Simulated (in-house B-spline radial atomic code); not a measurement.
**Zr²⁺ in a hard spherical wall**

What does confinement do to Zr²⁺? The free system is solved first, then the same system inside hard walls. More than one configuration is followed.

Program: in-house B-spline radial atomic code version 1. Level of theory: Dirac-Coulomb LDA (Slater, VWN5), spherical fractional occupations, Fermi nucleus, basis-set limit. These are calculated values, not measurements, unless marked.

**1. Starting point**

| Item | Value |
| --- | --- |
| element | zirconium (Z = 40) |
| charge | +2 |
| electrons | 38 |
| configuration | [Kr] 4d2 |
| Hamiltonian | Dirac-Coulomb |
| nucleus | Fermi, rms radius 4.269 fm |

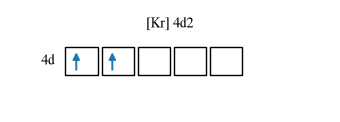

The shells outside the core, filled by Hund's rule for the drawing.

The boxes only draw the filling; these runs are spin-restricted and spherical.

Settings, as recorded:

```ini
Z = 40
electrons = 38.0
configuration = [Kr] 4d2
hamiltonian = dirac
method = lda,vwn
spin_polarised = False
nucleus = fermi
rms_radius = 4.2694
mass_number = 90
atomic_mass = 89.904698755
speed_of_light = 137.035999084
```

The reference is known from an earlier run: -3594.239797 hartree in all. Up to eight levels, counted from the top:

| orbital | occupation | energy (eV) | <r> (bohr) |
| --- | --- | --- | --- |
| 3p3/2 | 4 | -327.39 | 0.4661 |
| 3d3/2 | 4 | -191.00 | 0.4507 |
| 3d5/2 | 6 | -188.50 | 0.4543 |
| 4s1/2 | 2 | -69.088 | 1.211 |
| 4p1/2 | 2 | -48.286 | 1.342 |
| 4p3/2 | 4 | -46.472 | 1.373 |
| 4d3/2 | 0.8 | -17.606 | 1.999 |
| 4d5/2 | 1.2 | -17.450 | 2.015 |

**2. Wall at 5.81 bohr, configuration [Kr] 4d2**

Settings, as recorded:

```ini
Z = 40
electrons = 38.0
configuration = [Kr] 4d2
hamiltonian = dirac
method = lda,vwn
spin_polarised = False
nucleus = fermi
rms_radius = 4.2694
mass_number = 90
atomic_mass = 89.904698755
speed_of_light = 137.035999084
wall_radius = 5.81
```

**3. Wall at 3.66 bohr, configuration [Kr] 4d2**

Settings: those of step 2 with these lines changed.

```diff
@@ -11,2 +11,2 @@
 speed_of_light = 137.035999084
-wall_radius = 5.81
+wall_radius = 3.66
```

**4. Wall at 2.16 bohr, configuration [Kr] 4d2**

Settings: those of step 3 with these lines changed.

```diff
@@ -11,2 +11,2 @@
 speed_of_light = 137.035999084
-wall_radius = 3.66
+wall_radius = 2.16
```

**5. Wall at 5.81 bohr, configuration [Kr] 4d1 4f1**

Settings, as recorded:

```ini
Z = 40
electrons = 38.0
configuration = [Kr] 4d1 4f1
hamiltonian = dirac
method = lda,vwn
spin_polarised = False
nucleus = fermi
rms_radius = 4.2694
mass_number = 90
atomic_mass = 89.904698755
speed_of_light = 137.035999084
wall_radius = 5.81
```

**6. Wall at 3.66 bohr, configuration [Kr] 4d1 4f1**

Settings: those of step 5 with these lines changed.

```diff
@@ -11,2 +11,2 @@
 speed_of_light = 137.035999084
-wall_radius = 5.81
+wall_radius = 3.66
```

**7. Wall at 2.16 bohr, configuration [Kr] 4d1 4f1**

Settings: those of step 6 with these lines changed.

```diff
@@ -11,2 +11,2 @@
 speed_of_light = 137.035999084
-wall_radius = 3.66
+wall_radius = 2.16
```

**8. Wall at 5.81 bohr, configuration [Ar] 3d10 4s2 4p5 4d2 4f1**

Settings, as recorded:

```ini
Z = 40
electrons = 38.0
configuration = [Ar] 3d10 4s2 4p5 4d2 4f1
hamiltonian = dirac
method = lda,vwn
spin_polarised = False
nucleus = fermi
rms_radius = 4.2694
mass_number = 90
atomic_mass = 89.904698755
speed_of_light = 137.035999084
wall_radius = 5.81
```

**9. Wall at 3.66 bohr, configuration [Ar] 3d10 4s2 4p5 4d2 4f1**

Settings: those of step 8 with these lines changed.

```diff
@@ -11,2 +11,2 @@
 speed_of_light = 137.035999084
-wall_radius = 5.81
+wall_radius = 3.66
```

**10. Wall at 2.16 bohr, configuration [Ar] 3d10 4s2 4p5 4d2 4f1**

Settings: those of step 9 with these lines changed.

```diff
@@ -11,2 +11,2 @@
 speed_of_light = 137.035999084
-wall_radius = 3.66
+wall_radius = 2.16
```

Before running: What do the energy and the highest level do as the wall closes in, and which configuration is lower at each radius?

As calculated:

| configuration | radius (bohr) | energy above the free system (eV) | highest level (eV) |
| --- | --- | --- | --- |
| [Kr] 4d2 | 5.81 | 0.108 | -17.256 (4d5/2) |
| [Kr] 4d2 | 3.66 | 4.291 | -13.770 (4d5/2) |
| [Kr] 4d2 | 2.16 | 117.47 | 21.093 (4d5/2) |
| [Kr] 4d1 4f1 | 5.81 | 17.729 | -1.996 (4f7/2) |
| [Kr] 4d1 4f1 | 3.66 | 30.303 | 11.048 (4f7/2) |
| [Kr] 4d1 4f1 | 2.16 | 158.58 | 61.801 (4f7/2) |
| [Ar] 3d10 4s2 4p5 4d2 4f1 | 5.81 | 48.556 | -2.315 (4f7/2) |
| [Ar] 3d10 4s2 4p5 4d2 4f1 | 3.66 | 61.590 | 10.399 (4f7/2) |
| [Ar] 3d10 4s2 4p5 4d2 4f1 | 2.16 | 199.07 | 61.384 (4f7/2) |

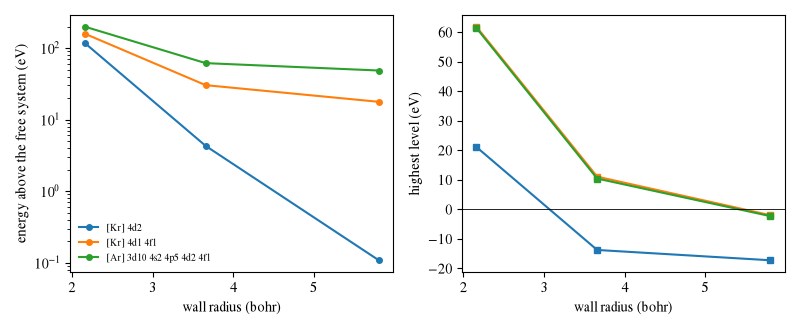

Energy above the free reference (left, logarithmic; it includes the excitation energy of the other configurations) and the highest occupied level (right).

**Reading.** For [Kr] 4d2 the energy above the free reference is 0.108 eV at 5.81 bohr and 117.47 eV at 2.16 bohr. Its highest level passes zero between 3.66 and 2.16 bohr; in smaller spheres the level is positive, pushed up by confinement, and the wall keeps the electron in. Of [Kr] 4d2 and [Kr] 4d1 4f1, the first stays lower at every radius that both share. At 2.16 bohr the lowest of all 3 is [Kr] 4d2. A hard wall is a crude model of an atom's surroundings.
